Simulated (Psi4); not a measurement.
**M06-2X/aug-cc-pVDZ run of BNH3Cl (SMILES NBCl)**

What is the vertical electron affinity of BNH3Cl at M06-2X/aug-cc-pVDZ? 

The calculation is run with Psi4 1.11.

## (1) Starting point

The species is BNH3Cl (6 atoms), meant as a singlet with charge 0. SMILES: `NBCl`. The coordinates come from a PBE0-D4/def2-TZVP relaxation.

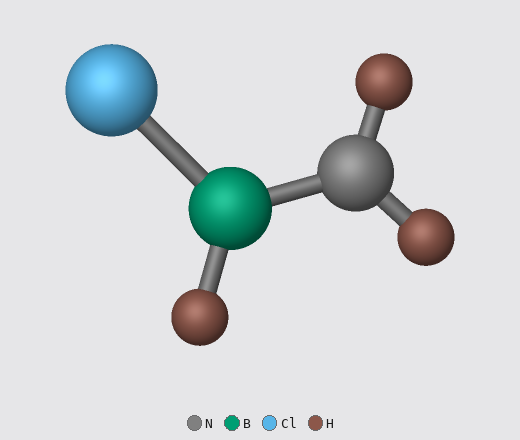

The structure, seen from a chosen angle (nitrogen grey, boron teal, chlorine blue, hydrogen brown).

## (2) Energy and forces at M06-2X/aug-cc-pVDZ

run_ase.py reads:

```python
import numpy as np
from ase.calculators.psi4 import Psi4
from ase import Atoms

a = Atoms(['N', 'B', 'Cl', 'H', 'H', 'H'], positions=[
    [-0.395600, -0.007800, -0.658000],
    [0.369600, -0.158900, 0.483700],
    [0.529900, 1.189300, 1.616000],
    [-0.511800, -0.749300, -1.326600],
    [-0.878600, 0.844500, -0.888200],
    [0.928800, -1.181900, 0.727100],
])
calc = Psi4(atoms=a, method='m06-2x', basis='aug-cc-pVDZ', memory='2200MB', num_threads=1, charge=0, multiplicity=1, label='calc')
calc.psi4.set_options({'puream': True, 'e_convergence': 1e-09, 'd_convergence': 1e-08, 'scf_type': 'pk', 'dft_radial_points': 99, 'dft_spherical_points': 590})
a.calc = calc

forces = a.get_forces()
print(f'energy: {a.get_potential_energy():.6f} eV')
print('forces / eV A^-1')
print(np.round(forces, 5))
```

Started as:

```sh
$ python run_ase.py
```

calc.dat:

```text
[...]
  Running in c1 symmetry.
[...]
  Nuclear repulsion =   85.398153537645072
[...]
  Multiplicity = 1
[...]
  Nalpha       = 16
  Nbeta        = 16
[...]
    Number of basis functions: 100
[...]
   @RKS iter   1:  -541.45161317137263   -3.23672e-01   6.74279e-03 ADIIS/DIIS
[...]
   @RKS iter  11:  -541.65794268364903   -7.73070e-12   7.22310e-09 DIIS
[...]
    Orbital Energies [Eh]
    ---------------------
    Doubly Occupied:
       1A   -102.646724     2A    -14.774481     3A     -9.793609
       4A     -7.513327     5A     -7.509622     6A     -7.508750
       7A     -7.093501     8A     -0.998743     9A     -0.915136
      10A     -0.617311    11A     -0.603565    12A     -0.498906
      13A     -0.432196    14A     -0.418975    15A     -0.364646
      16A     -0.357874
[...]
  @RKS Final Energy:  -541.65794268364903
   => Energetics <=
    Nuclear Repulsion Energy =             85.3981535376450722
    One-Electron Energy =                -914.4080721072284632
    Two-Electron Energy =                 306.5486780119512673
    DFT Exchange-Correlation Energy =     -19.1967021260169091
    Empirical Dispersion Energy =           0.0000000000000000
    VV10 Nonlocal Energy =                  0.0000000000000000
    Total Energy =                       -541.6579426836491393
[...]
 Multipole Moments:
 ------------------------------------------------------------------------------------
     Multipole            Electronic (a.u.)      Nuclear  (a.u.)        Total (a.u.)
 ------------------------------------------------------------------------------------
 L = 1.  Multiply by 2.5417464519 to convert [e a0] to [Debye]
 Dipole X            :          1.0756674           -1.5168329           -0.4411655
 Dipole Y            :          2.2114026           -2.5325794           -0.3211768
 Dipole Z            :          3.1740099           -4.0964306           -0.9224207
 Magnitude           :                                                    1.0717469
[...]
  -Total Gradient:
     Atom            X                  Y                   Z
    ------   -----------------  -----------------  -----------------
       1        0.000997962698    -0.000539843856     0.001258707320
       2       -0.002077716513     0.006450130232     0.000829358787
       3       -0.000322177991    -0.005831616236    -0.004308227784
       4        0.000086843775     0.003003410757     0.002076431538
       5        0.001652853567    -0.003617309291     0.000344654706
       6       -0.000316488963     0.000533679695    -0.000167451113
[...]
```

Standard output:

```text
energy: -14739.263372 eV
forces / eV A^-1
[[-0.05132  0.02776 -0.06473]
 [ 0.10684 -0.33168 -0.04265]
 [ 0.01657  0.29987  0.22154]
 [-0.00447 -0.15444 -0.10677]
 [-0.08499  0.18601 -0.01772]
 [ 0.01627 -0.02744  0.00861]]
```

It took 76 s on 1 thread of AMD EPYC 7R43 (Zen 3), shared host; peak memory 1.3 GiB.

## (3) The doublet anion, same level

calc.inp reads:

```
memory 2.2 GB

molecule mol {
  -1 2
  N
  B 1 1.382693
  Cl 2 1.767892 1 119.71538
  H 1 1.005162 2 122.18092 3 179.98562
  H 1 1.006328 4 114.654 2 -179.99702
  H 2 1.190998 1 121.49681 4 -0.00695
  symmetry c1
  no_reorient
  no_com
}

set basis aug-cc-pVDZ
set reference uks
set puream true
set e_convergence 1e-09
set d_convergence 1e-08
set scf_type pk
set dft_radial_points 99
set dft_spherical_points 590
set maxiter 100

result, w = gradient('m06-2x', return_wfn=True)
oeprop(w, 'MAYER_INDICES', 'QUADRUPOLE', 'WIBERG_LOWDIN_INDICES', title='M06-2X')
```

Started as:

```sh
$ psi4 -n 1 calc.inp calc.out
```

calc.out, shortened:

```text
[...]
  Running in c1 symmetry.
[...]
  Nuclear repulsion =   85.398168552901993
[...]
  Multiplicity = 2
[...]
  Nalpha       = 17
  Nbeta        = 16
[...]
    Number of basis functions: 100
[...]
   @UKS iter   1:  -541.18563552999979   -5.76935e-02   8.53078e-03 DIIS/ADIIS
[...]
   @UKS iter  23:  -541.63239912668848   -6.82121e-12   5.32703e-09 DIIS
[...]
   @S^2 Observed:                7.505340447E-01
[...]
  @UKS Final Energy:  -541.63239912668848
   => Energetics <=
    Nuclear Repulsion Energy =             85.3981685529019927
    One-Electron Energy =                -918.6452248630413351
    Two-Electron Energy =                 310.8533692260328394
    DFT Exchange-Correlation Energy =     -19.2387120425821045
    Empirical Dispersion Energy =           0.0000000000000000
    VV10 Nonlocal Energy =                  0.0000000000000000
    Total Energy =                       -541.6323991266884832
  UHF NO Occupations:
  HONO-2 :   15  A 1.9999519
  HONO-1 :   16  A 1.9999029
[...]
  -Total Gradient:
     Atom            X                  Y                   Z
    ------   -----------------  -----------------  -----------------
       1       -0.000003858876     0.003111346638    -0.015488597562
       2        0.000009080810    -0.014304048671     0.013443876955
       3       -0.000005521274     0.013426383818    -0.009694350052
       4       -0.000003135577    -0.008696681335     0.007403561594
       5        0.000003226913     0.005806218574     0.006614609324
       6        0.000000211480     0.000652351270    -0.002247450778
[...]
 Multipole Moments:
 ------------------------------------------------------------------------------------
     Multipole            Electronic (a.u.)      Nuclear  (a.u.)        Total (a.u.)
 ------------------------------------------------------------------------------------
 L = 1.  Multiply by 2.5417464519 to convert [e a0] to [Debye]
[...]
```

Run time: 2.7 min. Hardware: 1 thread of AMD EPYC 7R43 (Zen 3), shared host; peak memory 1.3 GiB.

## (4) Results

At M06-2X/aug-cc-pVDZ:

| quantity | value |
| --- | --- |
| singlet BNH3Cl: total energy | -541.65794 Eh |
| singlet BNH3Cl: dipole moment | 2.72 D |
| singlet BNH3Cl: HOMO energy | -9.74 eV |
| singlet BNH3Cl: LUMO energy | -0.21 eV |
| singlet BNH3Cl: HOMO–LUMO gap | 9.53 eV |
| singlet BNH3Cl: largest force on an atom | 0.373 eV/Å |
| doublet anion: total energy | -541.63240 Eh |
| doublet anion: HOMO energy (highest over α and β) | 1.33 eV |
| doublet anion: LUMO energy (lowest over α and β) | 3.08 eV |
| doublet anion: ⟨S²⟩ | 0.751 |
| doublet anion: largest force on an atom | 1.009 eV/Å |
| vertical electron affinity (to the doublet anion) | -0.695 eV |

What this shows: The anion lies 0.70 eV (16.0 kcal/mol) above the neutral: the electron isn't bound at this level, and such a value depends on the basis. The largest force (singlet BNH3Cl) is 0.37 eV/Å: the shape isn't a stationary point for this species at this level. With no_com the log's rotational constants are taken about the origin, not the centre of mass, so they aren't the molecule's. The HOMO (doublet anion) lies at positive energy, 1.33 eV, from the functional's self-interaction, a short basis or an electron that isn't bound; only total energies against the neutral tell.
